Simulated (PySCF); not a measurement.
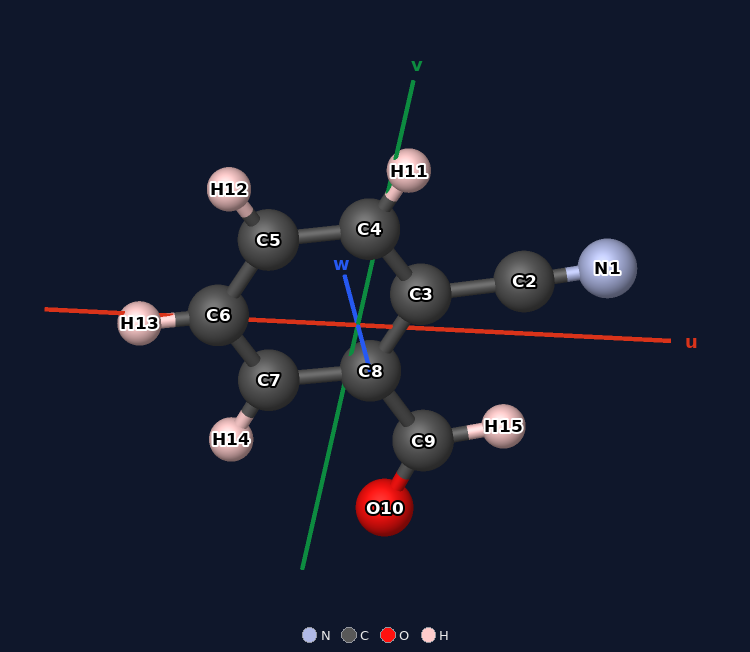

The lines u, v and w are the principal axes of the static dipole polarisability. Computed geometry: GFN2-xTB optimisation. No frequency run is at hand to confirm it as a minimum. Method: CAM-B3LYP/def2-SVPD (PySCF 2.14.0).

Question: Along which axis is the molecule most polarisable, and along which least?

Answer: Most along u (in the molecular plane, close to the long direction N1···C6), least along w (normal to the molecular plane).

Question: Give the three principal values.

Answer: u 127.4, v 114.2, w 53.7 bohr³; mean 98.4, anisotropy 68.0 bohr³.
